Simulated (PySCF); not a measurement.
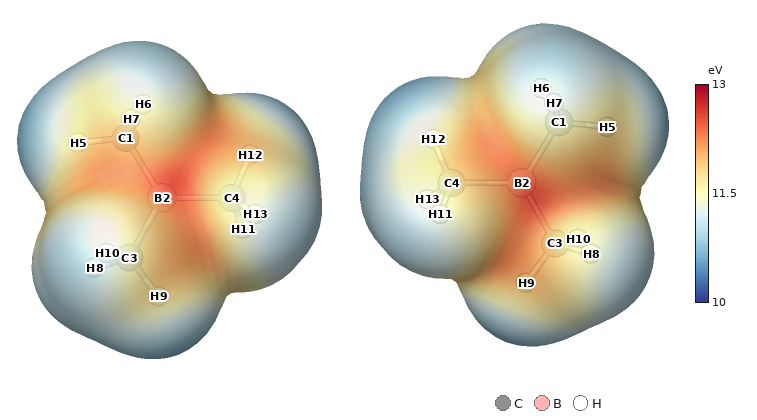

*C$_{3}$H$_{9}$B, SMILES `CB(C)C`. Average local ionisation energy on the surface of electron density 0.001 a.u. (back view left, front view right).*

Computed with PySCF, B3LYP/def2-SVPD, geometry: GFN2-xTB. No frequency check shows the geometry to be a minimum.

The calculation's input:

```python
import numpy as np
from pyscf import gto, scf, dft
from pyscf.scf import atom_ks, atom_hf
from scipy.linalg import block_diag

def solve(mol, dm0=None, hcore=None):
    mf = (dft.UKS if mol.spin else dft.RKS)(mol, xc='b3lyp')
    mf.grids.level = 3
    mf = mf.density_fit(auxbasis='def2-universal-jkfit')
    mf.conv_tol, mf.max_cycle = 1e-8, 80
    if hcore is not None:
        mf.get_hcore = lambda *args: hcore
    mf.kernel(dm0)
    if not mf.converged:
        mf = mf.newton().run(mf.mo_coeff, mf.mo_occ, max_cycle=30)
    assert mf.converged, 'SCF not converged'
    return mf

mol = gto.M(atom='''
C     -1.56132     0.22710    -0.00002
B      0.00036     0.00000    -0.00021
C      0.97724     1.23853    -0.00002
C      0.58389    -1.46564    -0.00002
H     -1.86332     1.27165     0.00058
H     -2.01731    -0.24884    -0.86777
H     -2.01731    -0.24884     0.86765
H      0.79305     1.87141     0.86765
H      2.03284     0.97780     0.00058
H      0.79305     1.87141    -0.86777
H      1.22406    -1.62257     0.86765
H     -0.16972    -2.24945     0.00058
H      1.22406    -1.62257    -0.86777
''', basis='def2-svpd', charge=0, spin=0, verbose=4)
mf = solve(mol)
mf.analyze()
# spherically averaged free atoms, for the promolecule
atm = atom_ks.get_atm_nrks(mol, xc='b3lyp')
pro = block_diag(*[(atm[a[0]][2] * atm[a[0]][3]) @ atm[a[0]][2].T for a in mol._atom])
np.savez('result.npz', e=mf.e_tot, c=mf.mo_coeff, occ=mf.mo_occ, eps=mf.mo_energy, pro=pro, dip=mf.dip_moment(verbose=0), s2=mf.spin_square()[0])
```

Command:

```sh
OMP_NUM_THREADS=1 python input.py
```

The run took 11 s on 1 thread of Intel(R) Xeon(R) Platinum 8488C (Sapphire Rapids), on a shared host, peak memory 0.57 GiB.

Partitions, critical points and surface values were worked out afterwards from this run's density.

### Locate the minima of the map.

The lowest value is 10.7 eV, 1.4 Å from H9, and at like points elsewhere. For comparison, the highest occupied orbital lies at −8.3 eV.
